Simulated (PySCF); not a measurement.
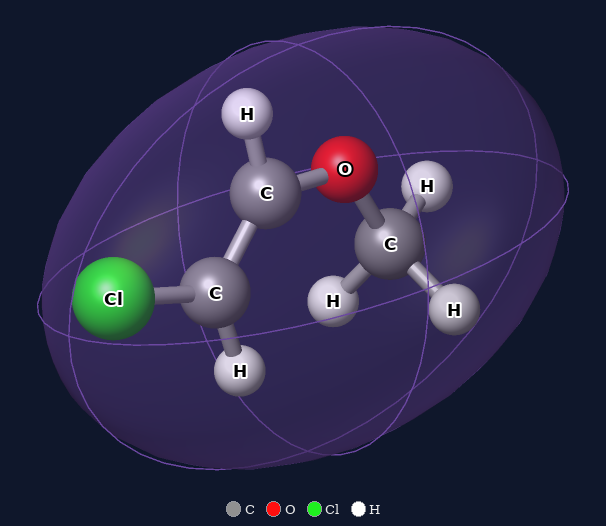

The ellipsoid shows the static dipole polarisability: its half-axes are proportional to the principal values. Geometry: a frame of a GFN2-xTB molecular-dynamics simulation, not a minimum. Computed with PBE0/def2-SVPD (PySCF 2.14.0).

Question. Give the principal values, the mean and the anisotropy.

Answer. Principal values 42.3, 52.3, 80.6 bohr³; mean 58.4 bohr³ (8.65 Å³); anisotropy 34.5 bohr³, so the longest axis is 1.91 times the shortest.
